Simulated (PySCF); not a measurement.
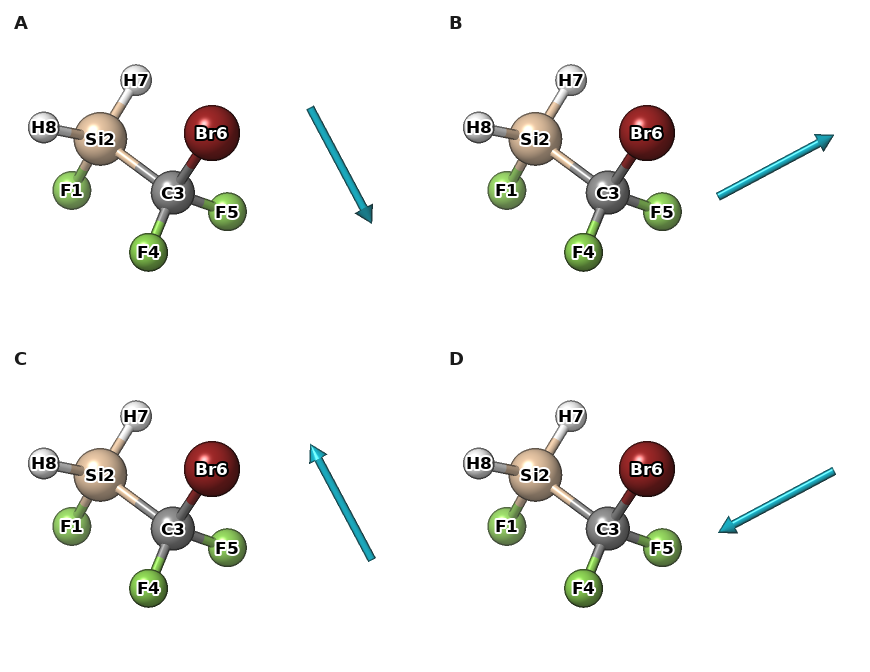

The same molecule four times, each with an arrow. The geometry was computed by an optimisation with GFN2-xTB. No frequency run is at hand to confirm it as a minimum. Method: ωB97X-D/def2-SVPD, gas phase (PySCF 2.14.0).

Which arrow points along the dipole moment, from the negative to the positive end?

C. The dipole moment is 2.22 D; it points from the side of F4, F5 to the side of H7, H8 (the outermost atoms at the two ends).

The geometry is semi-empirical. Around Br, Si such bond lengths and angles can be off by a tenth of an ångström or more and by several degrees, and values that hang on the shape move with them.
